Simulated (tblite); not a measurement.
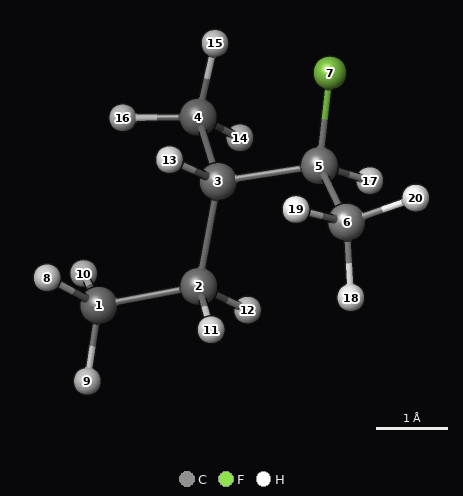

The starting structure (ball-and-stick view, seen at a tilt; atoms are numbered from 1 in the order of the input).

# Geometry relaxation of C₆H₁₃F

- system: C₆H₁₃F, SMILES CC[C@H](C)[C@H](C)F
- method: GFN2-xTB geometry optimisation, gas phase (tblite 0.8.0)

### The program's output
```
step      E/eV     max force
  0    -659.01802    0.920
  1    -659.06740    0.249
  2    -659.07306    0.148
  3    -659.07609    0.126
  4    -659.07875    0.124
  5    -659.08080    0.103
  6    -659.08193    0.088
  7    -659.08261    0.060
  8    -659.08307    0.049
  9    -659.08341    0.052
 10    -659.08370    0.043
 11    -659.08400    0.042
 12    -659.08430    0.038
 13    -659.08430    0.038
 14    -659.08445    0.026
 15    -659.08462    0.022
 16    -659.08468    0.025
 17    -659.08477    0.020
 18    -659.08483    0.020
 19    -659.08490    0.021
 20    -659.08498    0.024
 21    -659.08505    0.020
 22    -659.08511    0.020
 23    -659.08517    0.018
 24    -659.08524    0.027
 25    -659.08533    0.029
 26    -659.08541    0.022
 27    -659.08547    0.019
 28    -659.08551    0.017
 29    -659.08556    0.019
 30    -659.08562    0.019
 31    -659.08569    0.024
 32    -659.08577    0.025
 33    -659.08587    0.032
 34    -659.08601    0.038
 35    -659.08616    0.033
 36    -659.08627    0.028
 37    -659.08633    0.022
 38    -659.08637    0.015
 39    -659.08640    0.012
 40    -659.08642    0.009
 41    -659.08644    0.008
 42    -659.08645    0.008
 43    -659.08646    0.009
 44    -659.08647    0.009
 45    -659.08649    0.009
 46    -659.08650    0.009
 47    -659.08651    0.011
 48    -659.08652    0.010
 49    -659.08654    0.010
 50    -659.08655    0.008
 51    -659.08656    0.007
 52    -659.08657    0.006
 53    -659.08657    0.006
 54    -659.08658    0.006
 55    -659.08659    0.007
 56    -659.08659    0.006
 57    -659.08660    0.009
 58    -659.08662    0.009
 59    -659.08664    0.010
 60    -659.08666    0.011
 61    -659.08668    0.012
 62    -659.08670    0.011
 63    -659.08671    0.008
 64    -659.08672    0.007
 65    -659.08673    0.006
 66    -659.08674    0.007
 67    -659.08675    0.006
 68    -659.08675    0.005
 69    -659.08675    0.004
 70    -659.08676    0.005
 71    -659.08676    0.007
 72    -659.08677    0.006
 73    -659.08677    0.005
 74    -659.08678    0.005
 75    -659.08678    0.005
 76    -659.08679    0.005
 77    -659.08679    0.004
```

### Trajectory as extended XYZ (Å, eV, eV/Å), 11 of the 12 frames kept, from step=0 to step=77
```
20
Properties=species:S:1:pos:R:3:forces:R:3 step=0 energy=-659.01802
C    -2.3340   -0.3510   -0.3230   -0.6870   0.2950   0.1710
C    -0.8711   -0.3130   -0.7049    0.6410  -0.4450   0.4610
C     0.0660    0.1585    0.4453   -0.8050   0.3380  -0.0680
C    -0.3253    1.5739    0.9202   -0.1250  -0.0910   0.6260
C     1.5384    0.1575    0.0279   -0.3750  -0.3490  -0.7640
C     2.0653   -1.2003   -0.4080    0.5030  -0.5230   0.0760
F     2.2860    0.5596    1.0912    0.4510   0.3070   0.6030
H    -2.4990   -0.9204    0.5979    0.1020   0.0900  -0.2120
H    -2.9165   -0.8199   -1.1237    0.1320   0.0680   0.1790
H    -2.7466    0.6584   -0.1723    0.1940  -0.3550  -0.0500
H    -0.5878   -1.3360   -0.9928    0.0480   0.2190   0.0810
H    -0.7375    0.3154   -1.5771    0.0880   0.2420  -0.1310
H    -0.0591   -0.5158    1.3076    0.1020   0.0230  -0.2430
H    -0.3018    2.2879    0.1030   -0.0420  -0.0330  -0.0670
H     0.3652    1.9253    1.7033   -0.1270  -0.1970  -0.3670
H    -1.3276    1.5783    1.3842    0.4440  -0.0610  -0.3720
H     1.7160    0.8918   -0.7750   -0.0630   0.0380   0.1030
H     1.6304   -1.5393   -1.3493    0.0510   0.1670   0.1930
H     1.8721   -1.9497    0.3701   -0.0600   0.1950  -0.2050
H     3.1619   -1.1503   -0.5275   -0.4720   0.0720  -0.0150
20
Properties=species:S:1:pos:R:3:forces:R:3 step=7 energy=-659.08261
C    -2.3419   -0.3453   -0.3189    0.0110  -0.0040   0.0030
C    -0.8627   -0.3148   -0.6926    0.0190   0.0020  -0.0030
C     0.0478    0.1659    0.4433   -0.0200  -0.0110   0.0420
C    -0.3267    1.5690    0.9241   -0.0080   0.0050  -0.0080
C     1.5243    0.1480    0.0185    0.0020  -0.0090  -0.0120
C     2.0670   -1.2110   -0.4007   -0.0030  -0.0110  -0.0220
F     2.2881    0.5728    1.0979    0.0060   0.0240   0.0390
H    -2.4944   -0.9184    0.5931    0.0100   0.0120   0.0070
H    -2.9130   -0.8180   -1.1155    0.0080   0.0120   0.0040
H    -2.7369    0.6559   -0.1717    0.0110  -0.0070   0.0050
H    -0.5676   -1.3257   -0.9753    0.0140  -0.0190  -0.0230
H    -0.7241    0.3306   -1.5624    0.0100   0.0240  -0.0180
H    -0.0528   -0.5232    1.2877   -0.0150  -0.0360   0.0450
H    -0.3088    2.2787    0.0990    0.0130  -0.0250  -0.0210
H     0.3785    1.9031    1.6819   -0.0140  -0.0030  -0.0210
H    -1.3212    1.5713    1.3611    0.0240  -0.0020   0.0130
H     1.7036    0.8930   -0.7672   -0.0170   0.0160  -0.0440
H     1.6315   -1.5295   -1.3419   -0.0230   0.0100   0.0010
H     1.8587   -1.9537    0.3672   -0.0040   0.0260  -0.0260
H     3.1455   -1.1379   -0.5305   -0.0250  -0.0030   0.0380
20
Properties=species:S:1:pos:R:3:forces:R:3 step=14 energy=-659.08445
C    -2.3371   -0.3453   -0.3186   -0.0030  -0.0010   0.0010
C    -0.8584   -0.3156   -0.6929    0.0020  -0.0050   0.0010
C     0.0461    0.1607    0.4489    0.0110  -0.0070  -0.0070
C    -0.3271    1.5655    0.9218    0.0000  -0.0040   0.0100
C     1.5214    0.1495    0.0200    0.0010  -0.0060   0.0010
C     2.0628   -1.2086   -0.4018    0.0000  -0.0020   0.0100
F     2.2857    0.5786    1.0988    0.0030   0.0020  -0.0200
H    -2.4895   -0.9157    0.5948    0.0110  -0.0090   0.0040
H    -2.9107   -0.8154   -1.1140    0.0000  -0.0080  -0.0070
H    -2.7311    0.6557   -0.1700    0.0130   0.0130   0.0000
H    -0.5610   -1.3252   -0.9798   -0.0090   0.0010  -0.0200
H    -0.7181    0.3361   -1.5590    0.0060  -0.0060   0.0090
H    -0.0558   -0.5307    1.2936    0.0000   0.0120  -0.0070
H    -0.3070    2.2683    0.0910   -0.0060  -0.0170  -0.0100
H     0.3801    1.9016    1.6751    0.0100   0.0210   0.0090
H    -1.3187    1.5712    1.3629   -0.0140   0.0110   0.0110
H     1.6944    0.8930   -0.7709   -0.0170  -0.0020   0.0190
H     1.6254   -1.5245   -1.3433    0.0130   0.0190  -0.0010
H     1.8520   -1.9516    0.3633   -0.0210  -0.0080   0.0070
H     3.1414   -1.1371   -0.5229    0.0010  -0.0050  -0.0080
20
Properties=species:S:1:pos:R:3:forces:R:3 step=21 energy=-659.08505
C    -2.3351   -0.3458   -0.3187   -0.0010   0.0020   0.0020
C    -0.8570   -0.3165   -0.6932    0.0080  -0.0010   0.0040
C     0.0459    0.1589    0.4517    0.0140  -0.0060  -0.0090
C    -0.3278    1.5648    0.9232   -0.0020  -0.0050  -0.0030
C     1.5210    0.1494    0.0217    0.0030  -0.0040  -0.0040
C     2.0618   -1.2090   -0.4005   -0.0030   0.0050  -0.0020
F     2.2895    0.5817    1.0960   -0.0110   0.0000  -0.0090
H    -2.4856   -0.9171    0.5944    0.0010  -0.0020   0.0060
H    -2.9099   -0.8157   -1.1134   -0.0010   0.0000  -0.0070
H    -2.7254    0.6565   -0.1697   -0.0060   0.0060   0.0050
H    -0.5635   -1.3256   -0.9868    0.0160   0.0060   0.0100
H    -0.7154    0.3370   -1.5577    0.0040   0.0040   0.0100
H    -0.0567   -0.5320    1.2963   -0.0010   0.0030  -0.0070
H    -0.3109    2.2616    0.0875   -0.0070   0.0040  -0.0090
H     0.3805    1.9082    1.6729    0.0110  -0.0020  -0.0070
H    -1.3182    1.5743    1.3673   -0.0110  -0.0060   0.0060
H     1.6879    0.8935   -0.7698   -0.0010  -0.0080   0.0070
H     1.6287   -1.5186   -1.3458   -0.0030   0.0020   0.0000
H     1.8437   -1.9534    0.3619   -0.0060   0.0010  -0.0110
H     3.1410   -1.1414   -0.5202   -0.0050   0.0010   0.0170
20
Properties=species:S:1:pos:R:3:forces:R:3 step=28 energy=-659.08551
C    -2.3322   -0.3459   -0.3178    0.0020  -0.0010  -0.0010
C    -0.8541   -0.3166   -0.6918    0.0060   0.0040  -0.0020
C     0.0461    0.1576    0.4540    0.0110  -0.0040  -0.0030
C    -0.3295    1.5636    0.9219    0.0030  -0.0010  -0.0010
C     1.5198    0.1492    0.0222    0.0050   0.0050  -0.0010
C     2.0588   -1.2093   -0.4007   -0.0050   0.0050   0.0040
F     2.2902    0.5855    1.0930   -0.0030  -0.0080   0.0020
H    -2.4815   -0.9181    0.5950   -0.0070  -0.0040  -0.0010
H    -2.9074   -0.8136   -1.1135   -0.0030  -0.0030  -0.0020
H    -2.7217    0.6567   -0.1664   -0.0020  -0.0030   0.0010
H    -0.5563   -1.3238   -0.9875   -0.0100   0.0030   0.0050
H    -0.7099    0.3415   -1.5521   -0.0080  -0.0030  -0.0120
H    -0.0569   -0.5337    1.2977    0.0030   0.0030   0.0080
H    -0.3215    2.2547    0.0813   -0.0090   0.0120  -0.0020
H     0.3851    1.9127    1.6626    0.0020   0.0070   0.0040
H    -1.3167    1.5716    1.3734    0.0000  -0.0020   0.0080
H     1.6826    0.8924   -0.7706    0.0090  -0.0030  -0.0040
H     1.6319   -1.5106   -1.3516    0.0170  -0.0010  -0.0040
H     1.8285   -1.9572    0.3544   -0.0060  -0.0030  -0.0010
H     3.1396   -1.1461   -0.5066   -0.0060  -0.0030   0.0000
20
Properties=species:S:1:pos:R:3:forces:R:3 step=42 energy=-659.08645
C    -2.3301   -0.3491   -0.3159    0.0000   0.0000   0.0000
C    -0.8520   -0.3160   -0.6902   -0.0030   0.0000  -0.0020
C     0.0496    0.1632    0.4528   -0.0060   0.0030   0.0000
C    -0.3317    1.5684    0.9205    0.0010   0.0010  -0.0010
C     1.5229    0.1506    0.0198   -0.0030   0.0010   0.0070
C     2.0544   -1.2117   -0.4018   -0.0010   0.0000  -0.0020
F     2.2937    0.5814    1.0924    0.0010   0.0030   0.0070
H    -2.4804   -0.9285    0.5923    0.0000  -0.0010  -0.0030
H    -2.9044   -0.8113   -1.1158   -0.0010  -0.0010   0.0040
H    -2.7208    0.6520   -0.1573    0.0010  -0.0010   0.0020
H    -0.5526   -1.3231   -0.9837    0.0000  -0.0010   0.0010
H    -0.7120    0.3399   -1.5531    0.0000  -0.0030  -0.0030
H    -0.0502   -0.5254    1.2995    0.0000   0.0000  -0.0040
H    -0.3596    2.2553    0.0766    0.0020  -0.0030   0.0000
H     0.3969    1.9341    1.6396    0.0030  -0.0040  -0.0030
H    -1.3059    1.5634    1.4005    0.0050   0.0020  -0.0030
H     1.6925    0.8926   -0.7727   -0.0010  -0.0020   0.0060
H     1.6603   -1.4937   -1.3725    0.0010   0.0010  -0.0060
H     1.7851   -1.9671    0.3328   -0.0020   0.0030   0.0010
H     3.1391   -1.1645   -0.4670    0.0010   0.0010  -0.0010
20
Properties=species:S:1:pos:R:3:forces:R:3 step=49 energy=-659.08654
C    -2.3306   -0.3500   -0.3154    0.0020  -0.0020   0.0000
C    -0.8529   -0.3170   -0.6914    0.0040   0.0000   0.0030
C     0.0484    0.1633    0.4515    0.0040   0.0030   0.0020
C    -0.3304    1.5691    0.9190    0.0000   0.0030   0.0000
C     1.5228    0.1514    0.0216    0.0020  -0.0070  -0.0040
C     2.0544   -1.2103   -0.4022    0.0000  -0.0030  -0.0010
F     2.2919    0.5799    1.0967   -0.0060  -0.0050   0.0000
H    -2.4798   -0.9306    0.5922    0.0020   0.0000   0.0020
H    -2.9064   -0.8119   -1.1143   -0.0010   0.0010  -0.0020
H    -2.7207    0.6509   -0.1549    0.0010  -0.0020   0.0000
H    -0.5529   -1.3245   -0.9828   -0.0020  -0.0020  -0.0020
H    -0.7131    0.3370   -1.5557   -0.0020   0.0000   0.0020
H    -0.0522   -0.5255    1.2979   -0.0010   0.0030   0.0010
H    -0.3585    2.2559    0.0750    0.0030  -0.0040   0.0000
H     0.4011    1.9326    1.6364   -0.0040   0.0020  -0.0020
H    -1.3034    1.5666    1.4012    0.0020   0.0010  -0.0020
H     1.6937    0.8952   -0.7686    0.0010   0.0000   0.0010
H     1.6623   -1.4900   -1.3747    0.0020   0.0040   0.0060
H     1.7819   -1.9663    0.3308    0.0030   0.0030  -0.0080
H     3.1396   -1.1649   -0.4652   -0.0090   0.0040   0.0020
20
Properties=species:S:1:pos:R:3:forces:R:3 step=56 energy=-659.08659
C    -2.3301   -0.3516   -0.3145   -0.0020   0.0020   0.0010
C    -0.8528   -0.3181   -0.6914    0.0020   0.0020   0.0020
C     0.0479    0.1637    0.4511    0.0030  -0.0010   0.0040
C    -0.3297    1.5700    0.9173   -0.0030   0.0030  -0.0010
C     1.5222    0.1512    0.0228    0.0050  -0.0040  -0.0010
C     2.0532   -1.2096   -0.4031    0.0040  -0.0040  -0.0020
F     2.2896    0.5764    1.1004    0.0000  -0.0010   0.0010
H    -2.4782   -0.9329    0.5928   -0.0020  -0.0030   0.0000
H    -2.9067   -0.8114   -1.1138   -0.0010  -0.0040   0.0000
H    -2.7195    0.6492   -0.1522   -0.0020   0.0050   0.0020
H    -0.5531   -1.3257   -0.9828    0.0030   0.0010   0.0010
H    -0.7141    0.3358   -1.5559    0.0000   0.0010  -0.0010
H    -0.0531   -0.5239    1.2982   -0.0010  -0.0030   0.0050
H    -0.3597    2.2547    0.0720    0.0000   0.0040  -0.0040
H     0.4037    1.9352    1.6319   -0.0010   0.0000  -0.0010
H    -1.3010    1.5687    1.4024   -0.0060   0.0010  -0.0010
H     1.6954    0.8966   -0.7655    0.0000   0.0010   0.0030
H     1.6656   -1.4847   -1.3784    0.0000   0.0000  -0.0010
H     1.7768   -1.9681    0.3256   -0.0020  -0.0010  -0.0020
H     3.1384   -1.1647   -0.4600    0.0030   0.0000  -0.0030
20
Properties=species:S:1:pos:R:3:forces:R:3 step=63 energy=-659.08671
C    -2.3301   -0.3540   -0.3115   -0.0010  -0.0020   0.0010
C    -0.8530   -0.3192   -0.6895   -0.0010  -0.0020  -0.0020
C     0.0471    0.1644    0.4526    0.0000  -0.0020  -0.0040
C    -0.3299    1.5736    0.9117    0.0030  -0.0030   0.0010
C     1.5225    0.1488    0.0276    0.0010   0.0060   0.0020
C     2.0534   -1.2095   -0.4070   -0.0030   0.0050   0.0000
F     2.2874    0.5647    1.1106    0.0020   0.0000   0.0030
H    -2.4775   -0.9384    0.5940    0.0010   0.0000   0.0040
H    -2.9079   -0.8123   -1.1109    0.0010   0.0020  -0.0030
H    -2.7189    0.6465   -0.1456   -0.0040  -0.0020  -0.0010
H    -0.5522   -1.3263   -0.9814    0.0020  -0.0010   0.0030
H    -0.7156    0.3348   -1.5542    0.0010   0.0010   0.0000
H    -0.0559   -0.5204    1.3021   -0.0040   0.0050   0.0000
H    -0.3587    2.2549    0.0633    0.0020  -0.0030  -0.0030
H     0.4037    1.9411    1.6247    0.0010   0.0040   0.0060
H    -1.3017    1.5765    1.3961   -0.0010  -0.0030  -0.0010
H     1.6999    0.8996   -0.7544    0.0010   0.0000  -0.0020
H     1.6711   -1.4755   -1.3869   -0.0020   0.0010  -0.0040
H     1.7722   -1.9746    0.3129    0.0000   0.0010   0.0020
H     3.1390   -1.1638   -0.4575    0.0010  -0.0080  -0.0020
20
Properties=species:S:1:pos:R:3:forces:R:3 step=70 energy=-659.08676
C    -2.3302   -0.3553   -0.3102    0.0010   0.0000   0.0000
C    -0.8531   -0.3195   -0.6886   -0.0010  -0.0010   0.0000
C     0.0471    0.1649    0.4532   -0.0010  -0.0020  -0.0020
C    -0.3294    1.5750    0.9098    0.0010  -0.0030  -0.0010
C     1.5232    0.1484    0.0297   -0.0020   0.0030   0.0010
C     2.0532   -1.2091   -0.4089   -0.0030   0.0040   0.0020
F     2.2868    0.5603    1.1153    0.0020  -0.0010  -0.0010
H    -2.4771   -0.9402    0.5951    0.0000   0.0000  -0.0020
H    -2.9078   -0.8127   -1.1104    0.0030  -0.0020   0.0010
H    -2.7202    0.6446   -0.1436    0.0010  -0.0010  -0.0010
H    -0.5514   -1.3268   -0.9798   -0.0010   0.0020   0.0010
H    -0.7162    0.3343   -1.5536    0.0010  -0.0020   0.0010
H    -0.0580   -0.5182    1.3036    0.0040   0.0000  -0.0010
H    -0.3566    2.2539    0.0595    0.0010   0.0020   0.0020
H     0.4029    1.9437    1.6236    0.0000   0.0010   0.0000
H    -1.3021    1.5784    1.3925    0.0000   0.0010  -0.0010
H     1.7024    0.9014   -0.7501    0.0010   0.0000   0.0010
H     1.6718   -1.4712   -1.3903   -0.0030   0.0000   0.0010
H     1.7707   -1.9757    0.3086   -0.0030  -0.0010  -0.0010
H     3.1390   -1.1655   -0.4584    0.0000  -0.0010  -0.0010
20
Properties=species:S:1:pos:R:3:forces:R:3 step=77 energy=-659.08679
C    -2.3297   -0.3568   -0.3095    0.0030  -0.0020  -0.0010
C    -0.8526   -0.3200   -0.6876    0.0020   0.0000   0.0010
C     0.0477    0.1657    0.4535   -0.0010   0.0020   0.0020
C    -0.3290    1.5761    0.9083   -0.0010   0.0020   0.0010
C     1.5241    0.1491    0.0315   -0.0010  -0.0010  -0.0010
C     2.0513   -1.2082   -0.4103    0.0000  -0.0020  -0.0020
F     2.2873    0.5568    1.1189   -0.0020   0.0000  -0.0010
H    -2.4764   -0.9423    0.5955    0.0000   0.0020   0.0000
H    -2.9059   -0.8152   -1.1101   -0.0010   0.0000   0.0010
H    -2.7211    0.6428   -0.1431    0.0010  -0.0030  -0.0010
H    -0.5510   -1.3274   -0.9778    0.0020   0.0010  -0.0010
H    -0.7161    0.3333   -1.5531    0.0010  -0.0020   0.0010
H    -0.0567   -0.5167    1.3047   -0.0010   0.0010   0.0010
H    -0.3541    2.2544    0.0575    0.0000   0.0010   0.0010
H     0.4019    1.9457    1.6232   -0.0010  -0.0020   0.0010
H    -1.3028    1.5802    1.3887    0.0000   0.0020   0.0010
H     1.7054    0.9038   -0.7460    0.0000   0.0000   0.0000
H     1.6690   -1.4665   -1.3923    0.0000   0.0000  -0.0020
H     1.7663   -1.9765    0.3046   -0.0010   0.0010   0.0010
H     3.1372   -1.1676   -0.4595    0.0000   0.0000  -0.0010
```

This output came from the following input.

### Input
```
{"job": {"xc": "GFN2-xTB", "basis": "xTB", "kind": "relax"}, "charge": 0, "multiplicity": 1}
C     -2.334000    -0.351000    -0.323000
C     -0.871100    -0.313000    -0.704900
C      0.066000     0.158500     0.445300
C     -0.325300     1.573900     0.920200
C      1.538400     0.157500     0.027900
C      2.065300    -1.200300    -0.408000
F      2.286000     0.559600     1.091200
H     -2.499000    -0.920400     0.597900
H     -2.916500    -0.819900    -1.123700
H     -2.746600     0.658400    -0.172300
H     -0.587800    -1.336000    -0.992800
H     -0.737500     0.315400    -1.577100
H     -0.059100    -0.515800     1.307600
H     -0.301800     2.287900     0.103000
H      0.365200     1.925300     1.703300
H     -1.327600     1.578300     1.384200
H      1.716000     0.891800    -0.775000
H      1.630400    -1.539300    -1.349300
H      1.872100    -1.949700     0.370100
H      3.161900    -1.150300    -0.527500
```

The first line tells a small driver script what to run in tblite; the rest is the geometry in Å.

Command:
```bash
OMP_NUM_THREADS=1 python <driver script> task.json out
```

### Summary

| quantity | value |
| --- | --- |
| outcome | converged |
| total energy | −659.0868 eV |
| hardware | 1 CPU thread, shared host |
| peak memory | 0.9 GiB |
